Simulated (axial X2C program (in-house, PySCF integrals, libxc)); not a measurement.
# Linear FHfF⁻ at several levels

How do method and spin–orbit coupling move the bonds and stretches of FHfF⁻, held linear?

Method: all-electron X2C, two-component (2c) or spin-free, F dyall-av3z, Hf dyall-v3z; program: an in-house X2C program for linear molecules on PySCF integrals.

All values are calculated.

2 further runs of the same task are left out: 2 set aside as unsound or not needed.

## 1. The job

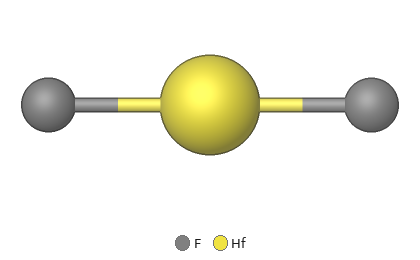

The atoms on one line, bonds 2.160 and 2.160 Å (fluorine grey, hafnium yellow).

task.json reads:

```json
{"zs": [9, 72, 9], "q": -1, "bas": ["dyall-av3z", "dyall-v3z", "dyall-av3z"], "r0": [2.16, 2.16], "symm": 1, "scan": ["PBE0", "HF", "PBE"], "levels": ["PBE0", "HF", "BHandHLYP"], "nst": 2}
```

Keys: zs atomic numbers; q charge; bas basis sets; r0 starting distance in Å; symm equal bonds; scan levels of the two-bond scan (MP2 follows by itself at each HF point); levels methods; nst determinants followed.

Started as:

```bash
python solin.py task.json out
```

Masses F 18.998, Hf 179.947, F 18.998 u.

## 2. Scan at PBE0, 2c

State: Ω = 3/2 (beyond evenly filled blocks: ω = 3/2). Energies above the lowest point, from the job's result record:

```
r(F–Hf) (Å)  r(Hf–F) (Å)  E (meV)
     1.9120       1.9120    52.94
     1.9120       1.9610    22.34
     1.9120       2.0100    38.99
     1.9610       1.9120    22.34
     1.9610       1.9610     0.00
     1.9610       2.0100    24.09
     1.9610       2.0591    83.76
     2.0100       1.9120    38.99
     2.0100       1.9610    24.09
     2.0100       2.0100    54.92
     2.0591       1.9610    83.76
     2.0591       2.0591   192.02
```

A quadratic surface with cubic terms in each bond gives the minimum at 1.959 and 1.959 Å, force constants 3.1, 3.1 and coupling 0.45 mdyn/Å.

## 3. Scan at HF, 2c

State: Ω = 3/2 (beyond evenly filled blocks: ω = 3/2). Energies above the lowest point, from the job's result record:

```
r(F–Hf) (Å)  r(Hf–F) (Å)  E (meV)
     1.9120       1.9120    94.44
     1.9120       1.9610    43.19
     1.9120       2.0100    43.51
     1.9610       1.9120    43.19
     1.9610       1.9610     0.00
     1.9610       2.0100     7.55
     1.9610       2.0591    54.37
     2.0100       1.9120    43.51
     2.0100       1.9610     7.55
     2.0100       2.0100    21.62
     2.0591       1.9610    54.37
     2.0591       2.0591   132.32
```

A quadratic surface with cubic terms in each bond gives the minimum at 1.975 and 1.975 Å, force constants 3.13, 3.13 and coupling 0.44 mdyn/Å.

## 4. Scan at PBE, 2c

State: Ω = 3/2 (beyond evenly filled blocks: ω = 3/2). Energies above the lowest point, from the job's result record:

```
r(F–Hf) (Å)  r(Hf–F) (Å)  E (meV)
     1.9120       1.9120    75.74
     1.9120       1.9610    33.76
     1.9120       2.0100    39.15
     1.9610       1.9120    33.76
     1.9610       1.9610     0.00
     1.9610       2.0100    12.80
     1.9610       2.0591    61.37
     2.0100       1.9120    39.15
     2.0100       1.9610    12.80
     2.0100       2.0100    32.30
     2.0591       1.9610    61.37
     2.0591       2.0591   147.11
```

A quadratic surface with cubic terms in each bond gives the minimum at 1.969 and 1.969 Å, force constants 2.95, 2.95 and coupling 0.45 mdyn/Å.

## 5. Comparison

| level | r(F–Hf) (Å) | r(Hf–F) (Å) | lower stretch (cm⁻¹) | upper stretch (cm⁻¹) |
| --- | --- | --- | --- | --- |
| PBE0, 2c | 1.959 | 1.959 | 535.5 | 563.2 |
| HF, 2c | 1.975 | 1.975 | 540.4 | 564.7 |
| PBE, 2c | 1.969 | 1.969 | 520.8 | 551.4 |
| MP2, 2c | 1.975 | 1.975 | 529.6 | 561.1 |
| PBE0, spin-free | 1.958 | 1.958 | 537.4 | 565.2 |
| HF, spin-free | 1.975 | 1.975 | 542.1 | 566.4 |
| PBE, spin-free | 1.968 | 1.968 | 522.9 | 553.4 |
| MP2, spin-free | 1.974 | 1.974 | 531.1 | 563.1 |

Scans not shown above were run alike.

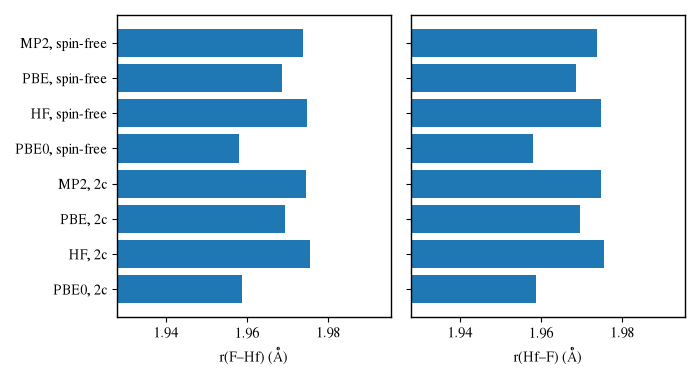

The two bond lengths by level.

What this shows: Over the levels the F–Hf bond spans 1.958 to 1.975 Å and the Hf–F bond 1.958 to 1.975 Å. At PBE0 spin–orbit coupling leaves both bonds unchanged to 0.001 Å. Each state is one determinant, the lowest of a limited PBE0 search; the stretches come from a fit to few points and are good to some per cent at best. The stretches are sorted by size, and where the two bonds are alike the symmetric and antisymmetric modes can swap order between levels. MP2 freezes inner shells (threshold -2 hartree). For an anion the highest level of a functional can be positive, and the basis then holds the extra electron. The molecule was held linear; bending was not examined, so a bent shape may lie lower. Note: functional without a current term on a determinant with orbital currents, of the molecule or an atom.
